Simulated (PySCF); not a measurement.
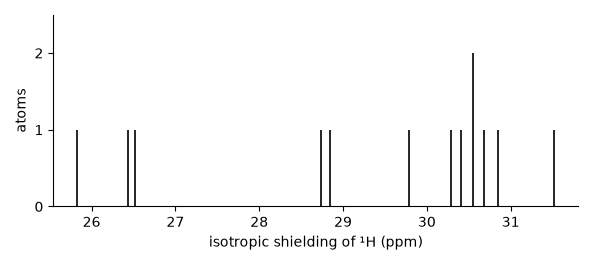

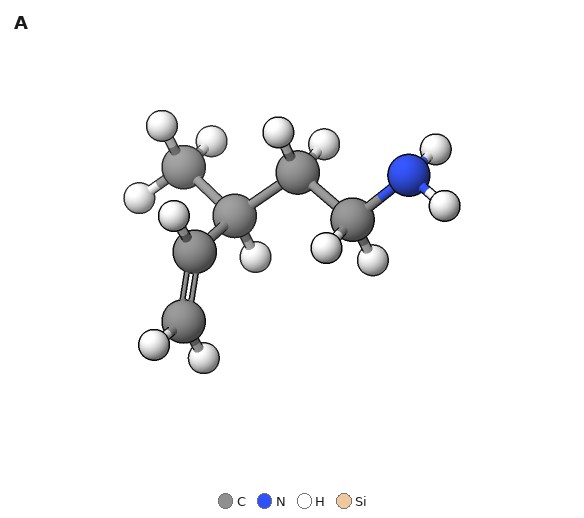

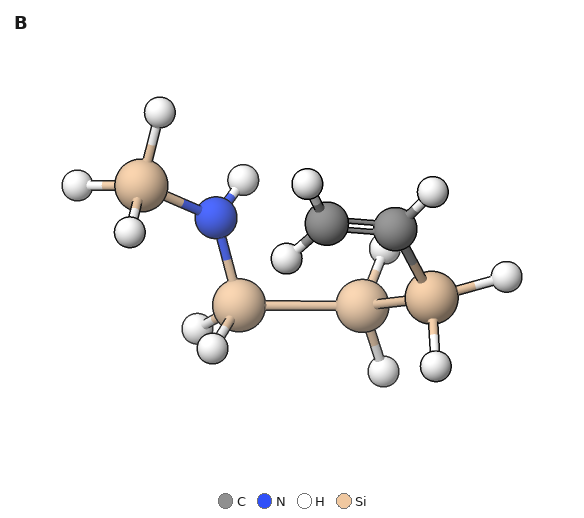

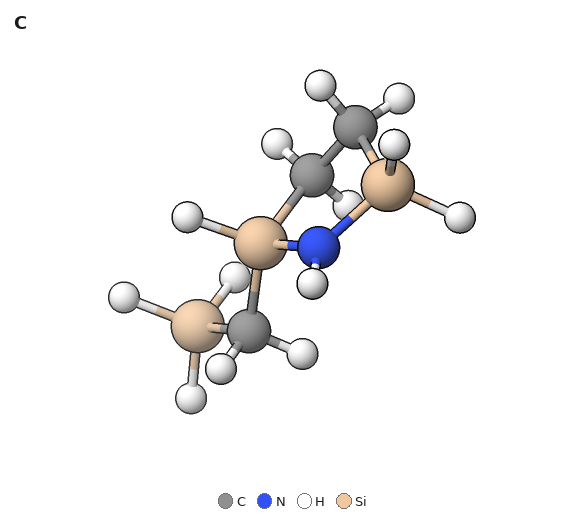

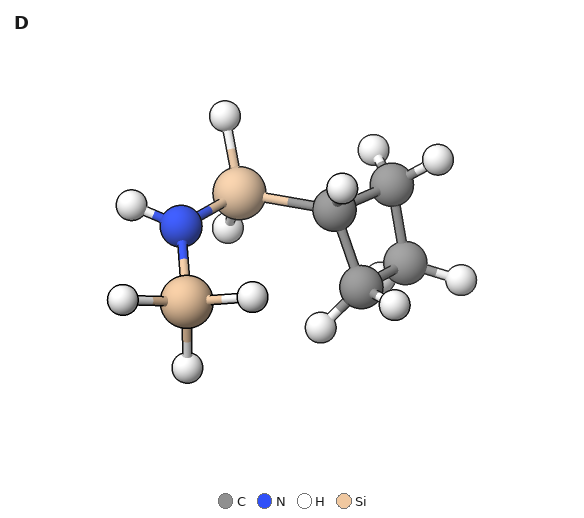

The sticks are computed shieldings of one of the molecules, for one fixed geometry (GFN2-xTB) without averaging over rotations. Low shielding means a high chemical shift. Method: GIAO PBE0/pcSseg-1 NMR shielding, non-relativistic, gas phase (PySCF 2.14.0).

Which molecule gives this pattern?

Answer. A, `C=C[C@@H](C)CCN`. Its 13 H atoms give lines at 25.83, 26.44, 26.52, 28.74, 28.85, 29.79, 30.29, 30.41, 30.55 (2 atoms), 30.68, 30.85, 31.52 ppm.

The geometry is semi-empirical. Around Si such bond lengths and angles can be off by a tenth of an ångström or more and by several degrees, and values that hang on the shape move with them.
